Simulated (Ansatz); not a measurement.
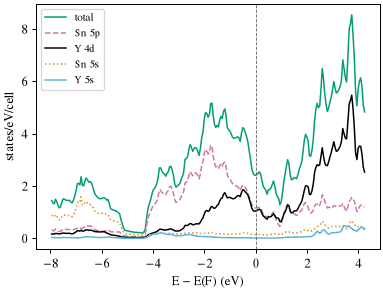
Total and projected density of states of YSn$_{2}$ in space group Cmcm (No. 63; Y on 4c, Sn on 4c, Sn on 4c), DFT-r²SCAN in the program Ansatz with PAW potentials

Which orbitals carry the states next to the Fermi level?

Within 0.5 eV of the Fermi level: Sn 5p 47 %, Y 4d 44 %, Sn 5s 6 %. Projections are on Löwdin-orthogonalised atomic valence shells; empty p or d shells of many metals are not among them.

Where is the tallest occupied peak in this window, and what makes it?

Near -1.7 eV, about 5.2 states/eV per cell; the largest projected share is Sn 5p.

The workflow started from a Materials Project entry (that database holds measured and hypothetical structures alike); the Crystallography Open Database copy checked does not list it. Its standing as an ambient phase is unchecked. The r²SCAN relaxation kept the symmetry of its start; its stability against distortions is not shown here. The run is not spin-polarised. Scalar-relativistic: spin–orbit coupling is off unless named, which matters more the heavier the elements.

Potentials: the later of the program's two PAW sets.
